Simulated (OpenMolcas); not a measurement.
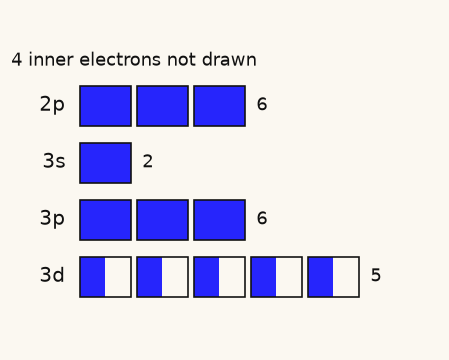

*The outer shells of the leading configuration of the lowest level: a box for each of the 2l + 1 orbitals, shaded by the share of the shell that is filled, with the electron count at the right.*

**Run report: Fe³⁺ complex, multiconfigurational calculation (part 1 of 2)**

Fe³⁺ with 6 ligands (Cl; octahedron, 2.41 Å), neutralised by 6 outer point charges of +0.5 e, whose field is part of the energies. Computed at this level: state-averaged CASSCF, active space 5 electrons in the shell 3d, basis ANO-RCC-VDZP on the metal and ANO-RCC-VDZP on the ligands, DKH2 scalar Hamiltonian, spin-orbit coupling by RASSI with atomic mean-field integrals (OpenMolcas).

Key numbers:

- outcome: converged
- energy of the lowest spin-free term: −4038.07400 hartree
- energy of the lowest spin-orbit level: −4038.07412 hartree
- largest spread among components of a term: 0.0 cm⁻¹
- hardware: 1 thread of Arm Neoverse V2, 24 GiB of memory available, shared host
- wall time: 50 s
- peak memory: 0.18 GiB

Remarks:

Without dynamic correlation the splittings between terms come out too large, often by 20 to 50 %. To bear in mind: small active space favours high spin, ground spin may be wrong; distances are set from ionic radii, not optimised.

Input:
```
&GATEWAY
Coord
7

Fe 0.0 0.0 0.0
Cl 2.410000 0.000000 0.000000
Cl 0.000000 2.410000 0.000000
Cl -2.410000 0.000000 0.000000
Cl 0.000000 -2.410000 0.000000
Cl 0.000000 0.000000 2.410000
Cl 0.000000 0.000000 -2.410000
Basis=Fe.ANO-RCC-VDZP,Cl.ANO-RCC-VDZP
Group=XYZ
NoMove
AngMom=0.0 0.0 0.0
AMFI
RICD
XField
3 Angstrom 0
4.810000 0.000000 0.000000 0.500000
0.000000 4.810000 0.000000 0.500000
0.000000 0.000000 4.810000 0.500000
&SEWARD
&RASSCF
FileOrb=start.orb
Symmetry=1
Spin=6
nActEl=5 0 0
Inactive=30 33
Ras2=5 0
CIRoot=1 1 1
SDav=1
CIMx=300
Iter=150 100
PrWF=0.3
OrbListing=Nothing
MaxOrb=1
LevShft=1.0
>>> COPY $Project.JobIph JOB001
&RASSCF
FileOrb=start.orb
Symmetry=1
Spin=4
nActEl=5 0 0
Inactive=30 33
Ras2=5 0
CIRoot=24 24 1
SDav=24
CIMx=300
Iter=150 100
PrWF=0.3
OrbListing=Nothing
MaxOrb=0
LevShft=1.0
>>> COPY $Project.JobIph JOB002
&RASSCF
FileOrb=start.orb
Symmetry=1
Spin=2
nActEl=5 0 0
Inactive=30 33
Ras2=5 0
CIRoot=75 75 1
SDav=75
CIMx=300
Iter=150 100
PrWF=0.3
OrbListing=Nothing
MaxOrb=0
LevShft=1.0
>>> COPY $Project.JobIph JOB003
&RASSI
NrOfJobIphs=3 1 24 75
1
1 2 3 4 5 6 7 8 9 10 11 12 13 14 15 16 17 18 19 20 21 22 23 24
1 2 3 4 5 6 7 8 9 10 11 12 13 14 15 16 17 18 19 20 21 22 23 24 25 26 27
28 29 30 31 32 33 34 35 36 37 38 39 40 41 42 43 44 45 46 47 48 49 50 51
52 53 54 55 56 57 58 59 60 61 62 63 64 65 66 67 68 69 70 71 72 73 74 75
IphNames
JOB001
JOB002
JOB003
EJob
SpinOrbit
DIPRint=1.0
SOCoupling=1000.0
Subsets=2
Property=9
'ANGMOM' 1 'ANGMOM' 2 'ANGMOM' 3 'MLTPL  1' 1 'MLTPL  1' 2 'MLTPL  1' 3
'AMFI' 1 'AMFI' 2 'AMFI' 3
SOProperty=3
'ANGMOM' 1 'ANGMOM' 2 'ANGMOM' 3
```

The file start.orb holds starting orbitals from an earlier step. A driver script formed the levels outside the program, from RASSI's spin-orbit matrix and the active-space energies, averaged over the components of each term or state.

Launched with:
```bash
OMP_NUM_THREADS=1 MOLCAS_MEM=2457 MOLCAS_PROJECT=a pymolcas a.inp > a.log  # once for each step of the input, in one work folder
```

The program's output (extracts):
```
--- SEWARD ---
Basis set label: FE.ANO-RCC...5S4P2D1F.

      Electronic valence basis set:
      ------------------
      Associated Effective Charge  26.000000 au
      Associated Actual Charge     26.000000 au
      Nuclear Model: Point charge

      Shell  nPrim  nBasis  Cartesian Spherical Contaminant
         s      21       5        X
         p      15       4        X
         d      10       2                 X
         f       6       1                 X
                  Relativistic Douglas-Kroll-Hess integrals:
                    - DKH order of Hamiltonian: 2
                    - DKH order of Properties : 0
                  Atomic mean-field integrals
--- RASSCF ---
Wave function specifications:
      -----------------------------

      Number of closed shell electrons         126
      Number of electrons in active shells       5
      Max number of holes in RAS1 space          0
      Max nr of electrons in RAS3 space          0
      Number of inactive orbitals               63
      Number of active orbitals                  5
      Number of secondary orbitals              74
      Spin quantum number                      2.5
      State symmetry                             1
Orbital specifications:
      -----------------------

      Symmetry species                           1   2
                                                ag  au
      Frozen orbitals                            0   0
      Inactive orbitals                         30  33
      Active orbitals                            5   0
      RAS1 orbitals                              0   0
      RAS2 orbitals                              5   0
      RAS3 orbitals                              0   0
      Secondary orbitals                        34  40
      Deleted orbitals                           0   0
      Number of basis functions                 69  73
      Number of CSFs                             1
      Number of root(s) required                 1
      Iter CI   SX   CI       RASSCF       Energy    max ROT     max BLB   max BLB  Level Ln srch  Step   QN
          iter iter root      energy       change     param      element    value   shift minimum  type update
 Nr of preliminary CI iterations:   1
      Total energies have been shifted. Add                -4000.00 au
        1   1   10    1   -37.38642234    0.00E+00  -8.87E-02   35  41 1  3.29E-01*  1.53   0.00    SX    NO
        2   1   10    1   -37.88939491   -5.03E-01* -5.79E-02   11  34 2  1.29E-01*  1.19   0.00    SX    NO
        3   1   10    1   -38.02339894   -1.34E-01* -3.90E-02   11  34 2  6.50E-02*  1.06   0.00    SX    NO
        4   1   10    1   -38.05898010   -3.56E-02* -2.25E-02   11  34 2  3.09E-02*  1.01   0.00    SX    NO
        5   1   10    1   -38.06881897   -9.84E-03* -2.28E-02    8  42 1 -1.68E-02*  0.98   2.14    LS   YES
        6   1    9    1   -38.07271130   -3.89E-03*  6.40E-03   33  39 1 -8.17E-03*  0.95   1.12    QN   YES
        7   1    9    1   -38.07362617   -9.15E-04*  4.72E-03    4  44 2 -6.19E-03*  0.96   1.76    LS   YES
        8   1    9    1   -38.07383444   -2.08E-04*  1.12E-03    4  44 2 -5.85E-03*  0.96   1.03    QN   YES
        9   1    8    1   -38.07395533   -1.21E-04*  1.28E-03    9  47 2 -1.49E-03*  0.96   1.42    QN   YES
       10   1    8    1   -38.07399290   -3.76E-05* -7.29E-04    6  46 2  1.12E-03*  0.96   1.29    QN   YES
       11   1    7    1   -38.07400002   -7.12E-06* -2.90E-04    6  46 2  4.61E-04*  0.96   1.34    QN   YES
       12   1    7    1   -38.07400137   -1.35E-06* -1.11E-04   27  36 2 -1.43E-04*  0.96   1.29    QN   YES
       13   1    6    1   -38.07400159   -2.25E-07* -4.74E-05    6  46 2 -8.03E-05   0.96   1.43    LS   YES
       14   1    6    1   -38.07400161   -1.75E-08*  1.51E-05    6  46 2 -9.32E-05   0.96   0.86    QN   YES
       15   1    6    1   -38.07400164   -2.97E-08*  1.28E-05    5  35 2  3.16E-05   0.96   1.62    QN   YES
       16   1    5    1   -38.07400165   -7.57E-09  -5.32E-06   33  36 2  8.00E-06   0.96   1.13    QN   YES
      Convergence after 16 iterations
       17   1    5    1   -38.07400165   -7.75E-10  -5.32E-06    4  44 2  5.41E-06   0.96   1.13    QN   YES
      Natural orbitals and occupation numbers for root  1
      sym 1:   1.000000   1.000000   1.000000   1.000000   1.000000
::    RASSCF root number  1 Total energy:  -4038.07400165
--- RASSCF ---
Wave function specifications:
      -----------------------------

      Number of closed shell electrons         126
      Number of electrons in active shells       5
      Max number of holes in RAS1 space          0
      Max nr of electrons in RAS3 space          0
      Number of inactive orbitals               63
      Number of active orbitals                  5
      Number of secondary orbitals              74
      Spin quantum number                      1.5
      State symmetry                             1
Orbital specifications:
      -----------------------

      Symmetry species                           1   2
                                                ag  au
      Frozen orbitals                            0   0
      Inactive orbitals                         30  33
      Active orbitals                            5   0
      RAS1 orbitals                              0   0
      RAS2 orbitals                              5   0
      RAS3 orbitals                              0   0
      Secondary orbitals                        34  40
      Deleted orbitals                           0   0
      Number of basis functions                 69  73
      Number of CSFs                            24
      Number of root(s) required                24
      Iter CI   SX   CI       RASSCF       Energy    max ROT     max BLB   max BLB  Level Ln srch  Step   QN
          iter iter root      energy       change     param      element    value   shift minimum  type update
 Nr of preliminary CI iterations:   1
      Total energies have been shifted. Add                -4000.00 au
        1   1    9    0   -37.87601337    0.00E+00   1.20E-02   32  38 1 -2.63E-02*  0.98   0.00    SX    NO
        2   1    9    0   -37.87897621   -2.96E-03*  1.08E-02   24  35 1 -1.22E-02*  0.99   0.00    SX    NO
        3   1    9    0   -37.88008976   -1.11E-03*  6.94E-03   23  33 1  7.82E-03*  0.98   0.00    SX    NO
        4   1    8    0   -37.88059461   -5.05E-04* -5.20E-03   23  33 1  5.86E-03*  0.98   0.00    SX    NO
        5   1    8    0   -37.88084051   -2.46E-04* -7.56E-03   23  33 1  4.14E-03*  0.98   2.50    LS   YES
        6   1    8    0   -37.88104651   -2.06E-04* -4.78E-03   22  36 1 -1.99E-03*  0.98   1.65    LS   YES
        7   1    8    0   -37.88108398   -3.75E-05*  6.38E-04   19  44 2  2.93E-03*  0.97   1.02    QN   YES
        8   1    7    0   -37.88109773   -1.37E-05* -7.06E-04   22  36 1 -1.12E-03*  0.98   1.35    QN   YES
        9   1    7    0   -37.88110441   -6.68E-06* -2.93E-04   19  44 2 -5.47E-04*  0.98   1.42    LS   YES
       10   1    7    0   -37.88110503   -6.20E-07*  1.35E-04   19  44 2 -6.86E-04*  0.98   0.99    QN   YES
       11   1    6    0   -37.88110554   -5.10E-07*  8.28E-05   19  44 2 -1.72E-04*  0.98   1.62    LS   YES
       12   1    6    0   -37.88110562   -8.27E-08*  8.23E-05   19  44 2  1.44E-04*  0.98   1.00    QN   YES
       13   1    6    0   -37.88110570   -8.21E-08*  6.89E-05   19  44 2  6.92E-05   0.98   1.84    LS   YES
       14   1    5    0   -37.88110572   -2.15E-08*  2.24E-05   22  42 1 -3.13E-05   0.98   1.00    QN   YES
       15   1    5    0   -37.88110573   -8.31E-09   3.21E-05   22  42 1 -2.10E-05   0.98   2.11    QN   YES
      Convergence after 15 iterations
       16   1    5    0   -37.88110573   -4.21E-09   3.21E-05   22  36 1  8.23E-06   0.98   2.11    QN   YES
      Natural orbitals and occupation numbers for root  1
      sym 1:   1.901185   1.013624   0.977436   1.009663   0.098092
      Natural orbitals and occupation numbers for root  2
      sym 1:   1.901188   1.013619   0.977440   1.009663   0.098089
      Natural orbitals and occupation numbers for root  3
      sym 1:   1.000428   1.914795   0.085204   1.000012   0.999560
::    RASSCF root number  1 Total energy:  -4037.94720961
::    RASSCF root number  2 Total energy:  -4037.94720961
::    RASSCF root number  3 Total energy:  -4037.94720961
::    RASSCF root number  4 Total energy:  -4037.92704824
::    RASSCF root number  5 Total energy:  -4037.92704824
::    RASSCF root number  6 Total energy:  -4037.92704824
::    RASSCF root number  7 Total energy:  -4037.92445668
::    RASSCF root number  8 Total energy:  -4037.92265641
::    RASSCF root number  9 Total energy:  -4037.92265641
::    RASSCF root number 10 Total energy:  -4037.89092692
::    RASSCF root number 11 Total energy:  -4037.89092692
::    RASSCF root number 12 Total energy:  -4037.89092692
::    RASSCF root number 13 Total energy:  -4037.88713022
::    RASSCF root number 14 Total energy:  -4037.88713022
::    RASSCF root number 15 Total energy:  -4037.87342080
::    RASSCF root number 16 Total energy:  -4037.87342080
::    RASSCF root number 17 Total energy:  -4037.87342080
::    RASSCF root number 18 Total energy:  -4037.83427697
::    RASSCF root number 19 Total energy:  -4037.81170387
::    RASSCF root number 20 Total energy:  -4037.81170387
::    RASSCF root number 21 Total energy:  -4037.81170387
::    RASSCF root number 22 Total energy:  -4037.80576745
::    RASSCF root number 23 Total energy:  -4037.80576745
::    RASSCF root number 24 Total energy:  -4037.80576745
--- RASSCF ---
Wave function specifications:
      -----------------------------

      Number of closed shell electrons         126
      Number of electrons in active shells       5
      Max number of holes in RAS1 space          0
      Max nr of electrons in RAS3 space          0
      Number of inactive orbitals               63
      Number of active orbitals                  5
      Number of secondary orbitals              74
      Spin quantum number                      0.5
      State symmetry                             1
Orbital specifications:
      -----------------------

      Symmetry species                           1   2
                                                ag  au
      Frozen orbitals                            0   0
      Inactive orbitals                         30  33
      Active orbitals                            5   0
      RAS1 orbitals                              0   0
      RAS2 orbitals                              5   0
      RAS3 orbitals                              0   0
      Secondary orbitals                        34  40
      Deleted orbitals                           0   0
      Number of basis functions                 69  73
      Number of CSFs                            75
      Number of root(s) required                75
      Iter CI   SX   CI       RASSCF       Energy    max ROT     max BLB   max BLB  Level Ln srch  Step   QN
          iter iter root      energy       change     param      element    value   shift minimum  type update
 Nr of preliminary CI iterations:   1
      Total energies have been shifted. Add                -4000.00 au
        1   1    9    0   -37.76867572    0.00E+00   7.62E-03   31  37 1 -1.22E-02*  0.97   0.00    SX    NO
        2   1    8    0   -37.76988301   -1.21E-03* -6.74E-03   23  33 1  7.62E-03*  0.97   0.00    SX    NO
        3   1    8    0   -37.77038969   -5.07E-04*  4.32E-03   23  33 1  4.87E-03*  0.97   0.00    SX    NO
        4   1    8    0   -37.77063293   -2.43E-04*  3.30E-03   23  33 1  3.72E-03*  0.97   0.00    SX    NO
        5   1    8    0   -37.77075609   -1.23E-04*  4.84E-03   23  33 1  2.61E-03*  0.97   2.50    LS   YES
        6   1    8    0   -37.77086305   -1.07E-04*  3.40E-03   22  36 1 -1.55E-03*  0.96   1.71    LS   YES
        7   1    8    0   -37.77088555   -2.25E-05*  4.87E-04   19  44 2  2.08E-03*  0.96   1.02    QN   YES
        8   1    7    0   -37.77089191   -6.36E-06* -4.54E-04   22  36 1 -8.20E-04*  0.96   1.18    QN   YES
        9   1    7    0   -37.77089464   -2.74E-06* -2.71E-04   22  36 1 -3.56E-04*  0.96   1.60    LS   YES
       10   1    7    0   -37.77089508   -4.32E-07*  3.39E-05   19  44 2 -3.65E-04*  0.96   0.99    QN   YES
       11   1    6    0   -37.77089525   -1.70E-07*  1.87E-05   22  36 1 -7.80E-05   0.96   1.55    LS   YES
       12   1    6    0   -37.77089527   -2.47E-08*  3.89E-05   19  44 2  8.65E-05   0.96   1.00    QN   YES
       13   1    5    0   -37.77089530   -2.73E-08*  3.08E-05   21  46 2  3.85E-05   0.96   1.72    QN   YES
       14   1    5    0   -37.77089531   -8.04E-09   4.67E-06   22  42 1 -9.03E-06   0.96   1.11    QN   YES
      Convergence after 14 iterations
       15   1    5    0   -37.77089531   -6.58E-10   4.67E-06   22  42 1 -5.96E-06   0.96   1.11    QN   YES
      Natural orbitals and occupation numbers for root  1
      sym 1:   1.805804   1.105207   0.210093   1.806369   0.072528
      Natural orbitals and occupation numbers for root  2
      sym 1:   1.812275   1.099290   0.205382   1.809592   0.073462
      Natural orbitals and occupation numbers for root  3
      sym 1:   1.813389   1.097846   0.073680   1.810840   0.204245
::    RASSCF root number  1 Total energy:  -4037.89590998
::    RASSCF root number  2 Total energy:  -4037.89590998
::    RASSCF root number  3 Total energy:  -4037.89590998
::    RASSCF root number  4 Total energy:  -4037.87939777
::    RASSCF root number  5 Total energy:  -4037.87939777
::    RASSCF root number  6 Total energy:  -4037.87939777
::    RASSCF root number  7 Total energy:  -4037.87614600
::    RASSCF root number  8 Total energy:  -4037.86952367
::    RASSCF root number  9 Total energy:  -4037.86952367
::    RASSCF root number 10 Total energy:  -4037.86952367
::    RASSCF root number 11 Total energy:  -4037.86275464
::    RASSCF root number 12 Total energy:  -4037.86275464
::    RASSCF root number 13 Total energy:  -4037.86190525
::    RASSCF root number 14 Total energy:  -4037.84625182
::    RASSCF root number 15 Total energy:  -4037.84625182
::    RASSCF root number 16 Total energy:  -4037.84625182
::    RASSCF root number 17 Total energy:  -4037.83999876
::    RASSCF root number 18 Total energy:  -4037.83999876
::    RASSCF root number 19 Total energy:  -4037.83580034
::    RASSCF root number 20 Total energy:  -4037.83580034
::    RASSCF root number 21 Total energy:  -4037.83580034
::    RASSCF root number 22 Total energy:  -4037.82370097
::    RASSCF root number 23 Total energy:  -4037.82370097
::    RASSCF root number 24 Total energy:  -4037.82370097
::    RASSCF root number 25 Total energy:  -4037.81543766
::    RASSCF root number 26 Total energy:  -4037.81543766
::    RASSCF root number 27 Total energy:  -4037.81543766
::    RASSCF root number 28 Total energy:  -4037.81275886
::    RASSCF root number 29 Total energy:  -4037.81275886
::    RASSCF root number 30 Total energy:  -4037.80999051
```

(Continued in part 2.)
